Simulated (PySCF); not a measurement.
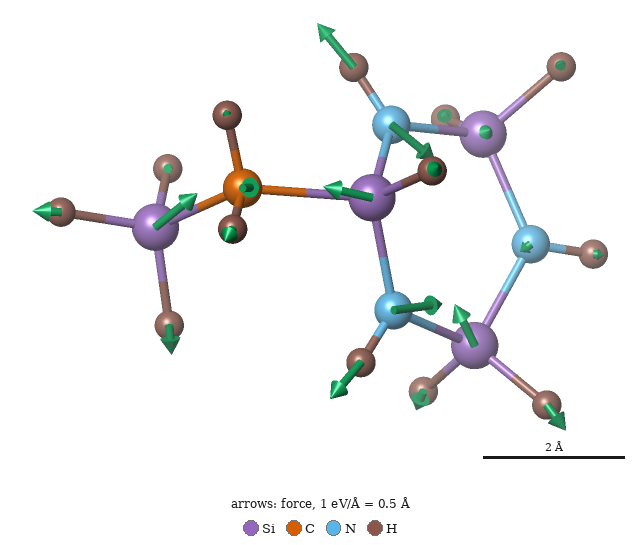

Starting geometry of CH₁₃N₃Si₄ with the computed forces as green arrows. Style: ball-and-stick. Shown at a tilt.

The start comes from GFN2-xTB. Its atoms were then displaced at random by about 0.01 Å.

Level of theory: PBE0-D3(BJ)/def2-SVP geometry optimisation, gas phase (PySCF). 

**What follows when this structure is relaxed?**

It isn't relaxed: the largest force vector, on an N atom, is 2.00 eV/Å. The final displacements have little in common with the starting forces (cosine between the two patterns 0.03). Over 18 geometry steps the energy falls by 7.72 kcal/mol. An H atom moves most after the best rigid fit: 0.69 Å. Largest moves by element: H 0.69 Å, N 0.20 Å, Si 0.20 Å, C 0.09 Å. Among the contacts that change: H–Si 1.449 → 1.496 Å, C–Si 1.923 → 1.880 Å, N–Si 1.708 → 1.748 Å, H–N 0.983 → 1.016 Å. Among the angles between lasting bonds that change: H–Si–H 112.6° → 107.0°, Si–N–H 113.9° → 118.7°, Si–N–Si 125.9° → 121.5°. Groups turn about N–Si by about 25°, N–Si by about 20°.
